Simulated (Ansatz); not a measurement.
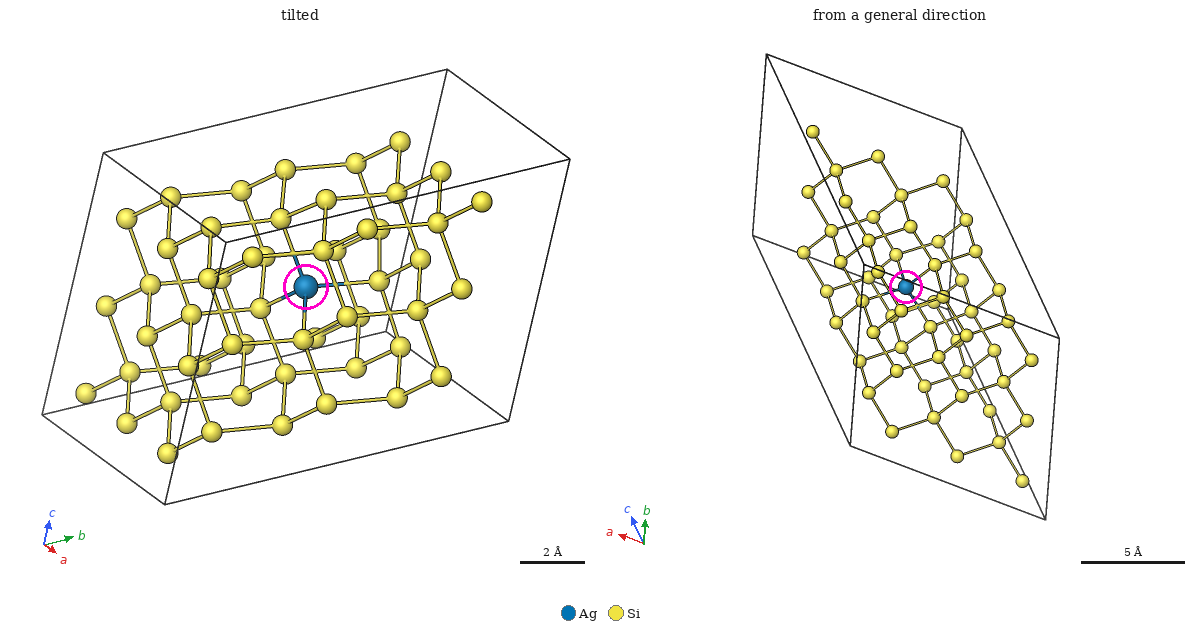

A ball-and-stick rendering, viewed slightly off an axis and from a general direction. The frame is the supercell; atoms at its boundary are shown with their periodic copies. The host is Si, in a cell of 54 sites, and the cell is neutral. A ring marks the defect's site.

### Where does the cell differ from the host, and how?

Silver on a silicon site (a substitutional impurity). It is bonded to four Si in a tetrahedral arrangement at about 2.5 Å.

The calculation: Ansatz 0.2.0, DFT PBE, scalar-relativistic, plane waves, PAW, with plane-wave cutoff 420 eV, k-point mesh 2×2×2, Gaussian smearing of 0.01 eV, collinear spins.

### Does the defect leave unpaired spin?

Yes, 0.2 μB in the cell.

The atoms were relaxed in the host's cell with Ansatz 0.2.0, DFT PBE, scalar-relativistic, plane waves, PAW.
